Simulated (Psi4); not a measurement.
# HF/3-21G run of SiHCl2F (SMILES F[SiH](Cl)Cl)

What is the vertical electron affinity of SiHCl2F at HF/3-21G? 

The results are computed with Psi4 1.11.

### Step 1. The molecule

SiHCl2F has 5 atoms, charge 0, and is taken as a singlet. As SMILES, `F[SiH](Cl)Cl`. Geometry: relaxed at PBE0-D4/def2-TZVP.

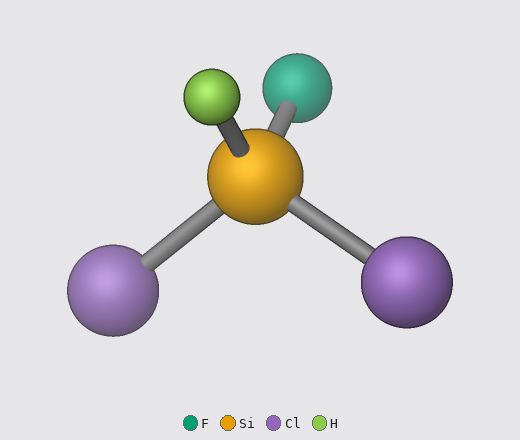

Viewed from a chosen angle; fluorine teal, silicon amber, chlorine purple, hydrogen green.

### Step 2. A single-point energy at HF/3-21G

File input.dat:

```
memory 2200 MB

molecule {
  F      0.06708528    -1.29011603     2.77203925
  Si     0.21864131    -0.09146274     0.03930630
  Cl    -0.96735080     3.53813422     0.24849899
  Cl    -2.06509271    -2.09513935    -2.28335608
  H      2.84082528    -0.20049994    -0.85491210
  units bohr
  symmetry c1
  no_reorient
  no_com
}

set {
  basis 3-21G
  puream true
  e_convergence 1e-09
  d_convergence 1e-08
  scf_type pk
}

result, w = energy('hf', return_wfn=True)
oeprop(w, 'DIPOLE', 'MAYER_INDICES', 'WIBERG_LOWDIN_INDICES')
```

Run with:

```
psi4 input.dat output.dat -n 1
```

output.dat:

```text
[...]
  Running in c1 symmetry.
[...]
  Nuclear repulsion =  281.098498439858702
[...]
  Multiplicity = 1
[...]
  Nalpha       = 29
  Nbeta        = 29
[...]
    Number of basis functions: 50
[...]
   @RHF iter   1: -1301.54303114662002   -2.18049e-01   6.64199e-03 ADIIS/DIIS
[...]
   @RHF iter  10: -1301.60377618861321   -4.54747e-12   5.32482e-09 DIIS
[...]
    Orbital Energies [Eh]
    ---------------------
    Doubly Occupied:
       1A   -104.137952     2A   -104.137861     3A    -68.474664
       4A    -26.200329     5A    -10.535570     6A    -10.535255
       7A     -7.998631     8A     -7.998509     9A     -7.994291
      10A     -7.994217    11A     -7.994066    12A     -7.994063
      13A     -6.280488    14A     -4.377603    15A     -4.376280
      16A     -4.374744    17A     -1.629083    18A     -1.177464
      19A     -1.141267    20A     -0.798029    21A     -0.707598
      22A     -0.698534    23A     -0.671799    24A     -0.578860
      25A     -0.561928    26A     -0.523875    27A     -0.505558
      28A     -0.496025    29A     -0.492108
[...]
  @RHF Final Energy: -1301.60377618861321
   => Energetics <=
    Nuclear Repulsion Energy =            281.0984984398587017
    One-Electron Energy =               -2362.6312487133527611
    Two-Electron Energy =                 779.9289740848807924
    Total Energy =                      -1301.6037761886132103
[...]
 Multipole Moments:
 ------------------------------------------------------------------------------------
     Multipole            Electronic (a.u.)      Nuclear  (a.u.)        Total (a.u.)
 ------------------------------------------------------------------------------------
 L = 1.  Multiply by 2.5417464519 to convert [e a0] to [Debye]
 Dipole X            :         45.8686289          -45.0459685            0.8226604
 Dipole Y            :        -11.5175864           11.4388902           -0.0786962
 Dipole Z            :          9.7673653           -9.9488412           -0.1814759
 Magnitude           :                                                    0.8461068
[...]
```

It took 2 s on 1 thread of Intel Xeon Platinum 8488C (Sapphire Rapids), shared host; peak memory 0.19 GiB.

### Step 3. The doublet anion: energy and gradient at UHF/3-21G

File run.py:

```python
import psi4

psi4.set_memory('2200 MB')
psi4.set_num_threads(1)
psi4.core.set_output_file('psi4.out', False)

molecule = psi4.geometry("""
-1 2
F      0.06708528    -1.29011603     2.77203925
Si     0.21864131    -0.09146274     0.03930630
Cl    -0.96735080     3.53813422     0.24849899
Cl    -2.06509271    -2.09513935    -2.28335608
H      2.84082528    -0.20049994    -0.85491210
units au
symmetry c1
""")

psi4.set_options(dict(reference='uhf', puream=True, e_convergence=1e-09, d_convergence=1e-08, scf_type='pk', maxiter=100))

e, wfn = psi4.gradient('hf/3-21G', return_wfn=True)
print('gradient / Eh bohr^-1')
print(e.np.round(6))
print(f'energy = {wfn.energy():.10f} Eh')
```

Run with:

```
python run.py
```

psi4.out, cut to the lines that bear on the results:

```text
[...]
  Running in c1 symmetry.
[...]
  Nuclear repulsion =  281.098498439858702
[...]
  Multiplicity = 2
[...]
  Nalpha       = 30
  Nbeta        = 29
[...]
    Number of basis functions: 50
[...]
   @UHF iter   1: -1301.44926689122235   -1.24284e-01   6.62824e-03 ADIIS/DIIS
[...]
   @UHF iter  15: -1301.50060334151408   -5.45697e-12   5.88426e-09 DIIS
[...]
   @S^2 Observed:                7.543581325E-01
[...]
  @UHF Final Energy: -1301.50060334151408
   => Energetics <=
    Nuclear Repulsion Energy =            281.0984984398587017
    One-Electron Energy =               -2377.0804500433505382
    Two-Electron Energy =                 794.4813482619777005
    Total Energy =                      -1301.5006033415140791
  UHF NO Occupations:
  HONO-2 :   28  A 1.9991844
  HONO-1 :   29  A 1.9991001
  HONO-0 :   30  A 1.0000000
  LUNO+0 :   31  A 0.0008999
  LUNO+1 :   32  A 0.0008156
[...]
 Multipole Moments:
 ------------------------------------------------------------------------------------
     Multipole            Electronic (a.u.)      Nuclear  (a.u.)        Total (a.u.)
 ------------------------------------------------------------------------------------
 L = 1.  Multiply by 2.5417464519 to convert [e a0] to [Debye]
 Dipole X            :         -1.6521615            2.0671736            0.4150121
 Dipole Y            :         -0.3579525            0.0333485           -0.3246040
 Dipole Z            :          1.5131619           -0.9704010            0.5427610
 Magnitude           :                                                    0.7564339
[...]
  -Total Gradient:
     Atom            X                  Y                   Z
    ------   -----------------  -----------------  -----------------
       1       -0.002013380509     0.023361830635    -0.051106911760
       2       -0.080515385395    -0.003071667472     0.041754332609
       3        0.032912414570    -0.146033688310    -0.042581047569
       4        0.082815951158     0.110034679942     0.072506032392
       5       -0.033199599828     0.015708845207    -0.020572405670
[...]
```

The script printed:

```text
gradient / Eh bohr^-1
[[-0.002013  0.023362 -0.051107]
 [-0.080515 -0.003072  0.041754]
 [ 0.032912 -0.146034 -0.042581]
 [ 0.082816  0.110035  0.072506]
 [-0.0332    0.015709 -0.020572]]
energy = -1301.5006033415 Eh
```

Run time: 2.4 s. Hardware: 1 thread of Intel Xeon Platinum 8488C (Sapphire Rapids), shared host; peak memory 0.19 GiB.

### Step 4. Results

At HF/3-21G:

| quantity | value |
| --- | --- |
| singlet SiHCl2F: total energy | -1301.60378 Eh |
| singlet SiHCl2F: dipole moment | 2.15 D |
| singlet SiHCl2F: HOMO energy | -13.39 eV |
| singlet SiHCl2F: LUMO energy | 3.38 eV |
| singlet SiHCl2F: HOMO–LUMO gap | 16.77 eV |
| doublet anion: total energy | -1301.50060 Eh |
| doublet anion: HOMO energy (highest over α and β) | 2.21 eV |
| doublet anion: LUMO energy (lowest over α and β) | 9.86 eV |
| doublet anion: ⟨S²⟩ | 0.754 |
| doublet anion: largest force on an atom | 8.003 eV/Å |
| vertical electron affinity (to the doublet anion) | -2.807 eV |

**Reading.** The anion lies 2.81 eV (271 kJ/mol) above the neutral: the electron isn't bound at this level, and such a value depends on the basis. Without diffuse functions anions come out too high. Hartree–Fock misses the correlation that binds many anions. With no_com the log's rotational constants are taken about the origin, not the centre of mass, so they aren't the molecule's. The HOMO (doublet anion) lies at positive energy, 2.21 eV: the electron is unbound at this level or held by a compact basis; values depend on the basis.
